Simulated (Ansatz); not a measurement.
**GeTe (SMILES [Ge][Te]) at MP2/STO-3G**

Aim: the vertical singlet–triplet gap of GeTe at MP2/STO-3G, from 2 runs. 

Program for the calculation: Ansatz 0.2.0.

73 further runs of the same task are left out: 41 that didn't finish, 32 set aside as unsound or not needed.

## 1. The molecule

GeTe has 2 atoms, charge 0, and is taken as a singlet. SMILES: `[Ge][Te]`. Geometry: the measured bond length.

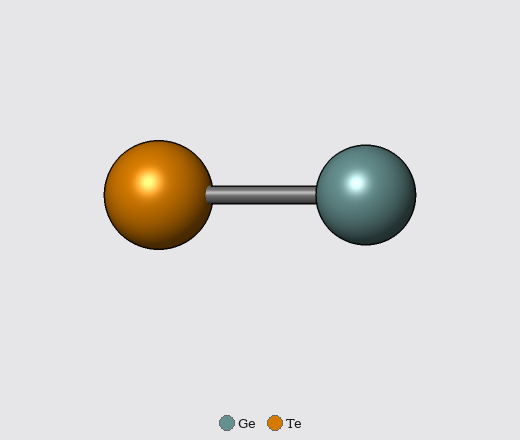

The structure, seen from a chosen angle (germanium teal, tellurium orange).

## 2. The energy at MP2/STO-3G

job.yaml reads:

```yaml
crystal:
  periodic: [false, false, false]
  atoms:
    - {symbol: Ge, position_ang: [0.000000, 0.000000, 0.000000]}
    - {symbol: Te, position_ang: [0.000000, 0.000000, 2.340165]}
basis:
  gaussian:
    orbitals: STO-3G
total_charge: 0
correlation:
  method: mp2
  frozen_orbitals: {Ge: 9, Te: 18}
accuracy: high
```

Launch:

```console
$ ansatz run job.yaml --threads 1 --pin off --max-ram 2610MiB --events-out events.jsonl --progress --plain --runs-dir runs
```

Output:

```text
Warning: RAYON_NUM_THREADS=1 ignored (pool sized by the plan → 1); use --threads N
Functional definition: HF
  name "HF"
  exchange = exact_x
  correlation = 0
564 factors; integrals over basis functions are off by at most 4.8e-9 eV
mean field evaluation 1: about -233984.9647 eV, gradient 1.9e1 eV
mean field evaluation 2: about -233984.9964 eV, gradient 1.9e1 eV
mean field evaluation 4: about -233987.6497 eV, gradient 1.0e0 eV
mean field evaluation 8: about -233987.6554 eV, gradient 1.8e-2 eV
mean field -233987.65539560 eV, -8598.8877332591 hartree, gradient 2.2e-8 eV, S^2 0.000000; 0 other end points of the search recorded, 0 dependent functions left out
27 core orbitals not correlated: weight in the atoms' cores, before any rotation towards them, 1.000 or more for the frozen orbitals, at most 0.000 for the correlated occupied ones
reference -233987.65539560 eV, -8598.8877332591 hartree; 15, 15 occupied and 3, 3 virtual orbitals, 564 factors
second order -1.86293712 eV of doubles, -0.00000000 eV of singles
Total energy: -233989.51833272 eV, -8598.9561949353 hartree
```

Run time: 0.79 s. Hardware: 1 thread of Arm Neoverse V1, shared host; peak memory 0.098 GiB.

## 3. The triplet

job.yaml reads:

```yaml
crystal:
  periodic: [false, false, false]
  atoms:
    - symbol: Ge
      position_ang: [0.000000, 0.000000, 0.000000]
    - symbol: Te
      position_ang: [0.000000, 0.000000, 2.340165]
basis:
  gaussian:
    orbitals: STO-3G
accuracy: high
magnetization:
  spin_polarized: true
  initial_magnetization: 2
correlation:
  method: mp2
  frozen_orbitals: {Ge: 9, Te: 18}
```

Launch:

```console
$ ansatz run job.yaml --threads 1 --pin off --max-ram 2610MiB --events-out events.jsonl --progress --plain --runs-dir runs
```

Output, cut to the lines that bear on the results:

```text
Warning: RAYON_NUM_THREADS=1 ignored (pool sized by the plan → 1); use --threads N
[... 2 set-up lines as earlier in the session ...]
[...]
564 factors; integrals over basis functions are off by at most 4.8e-9 eV
[...]
mean field -233985.91918208 eV, -8598.8239285890 hartree, gradient 3.3e-8 eV, S^2 2.004527; 19 other end points of the search recorded, 0 dependent functions left out
27 core orbitals not correlated: weight in the atoms' cores, before any rotation towards them, 1.000 or more for the frozen orbitals, at most 0.000 for the correlated occupied ones
reference -233985.91918208 eV, -8598.8239285890 hartree; 16, 14 occupied and 2, 4 virtual orbitals, 564 factors
second order -0.59260292 eV of doubles, -0.00000000 eV of singles
Total energy: -233986.51178500 eV, -8598.8457063446 hartree
```

Run time: 7.8 s. Hardware: 1 thread of Arm Neoverse V1, shared host; peak memory 0.15 GiB.

## 4. Outcome

At MP2/STO-3G, 27 core orbitals frozen:

```
                                             quantity           value
                                singlet: total energy  -8598.95619 Eh
singlet: correlation energy (27 core orbitals frozen)       -68.5 mEh
                                triplet: total energy  -8598.84571 Eh
triplet: correlation energy (27 core orbitals frozen)       -21.8 mEh
           triplet: ⟨S²⟩ of the reference determinant           2.005
     vertical energy of the triplet above the singlet        3.007 eV
```

**Reading.** At this shape the triplet lies 3.01 eV (290 kJ/mol) above the singlet. In a minimal basis such a difference can be off by several eV, whatever the method. Relativity is left out (singlet) although the molecule holds a heavy atom. Relativity is left out (triplet) although the molecule holds a heavy atom.
